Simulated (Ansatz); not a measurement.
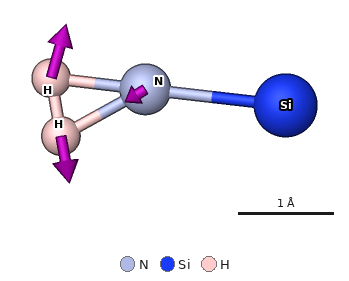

This is a relaxation of SiNH$_{2}$ (charge +1). The starting structure is drawn; purple arrows show the displacements, at their true length. The two geometries are superimposed by the best rigid fit.

A ball-and-stick model, seen face on.

It is one of the separated reactants of a reaction.

These are results of RKS PBE-D4/def2-SVP in Ansatz 0.2.0, not measurements. (force threshold 0.03 eV/Å; at most 250 steps)

**Describe the change and its energy.**

An H atom moves most after the best rigid fit: 0.60 Å. By element the largest moves are H 0.60 Å, N 0.26 Å, Si 0.07 Å. Near-neighbour distances that change, for instance: H–H 0.619 → 1.693 Å, N–Si 1.498 → 1.680 Å, H–N 1.006 → 1.036 Å. Bonds break: H–H (0.62 → 1.69 Å). Bond angles that change, for instance: H–N–H 35.6° → 109.5°, Si–N–H 179.7° → 125.4°, Si–N–H 144.7° → 125.1°. Over 7 geometry steps the energy falls by 130.9 kcal/mol. Largest force component: 16 eV/Å at the start, 0.0076 eV/Å at the end.
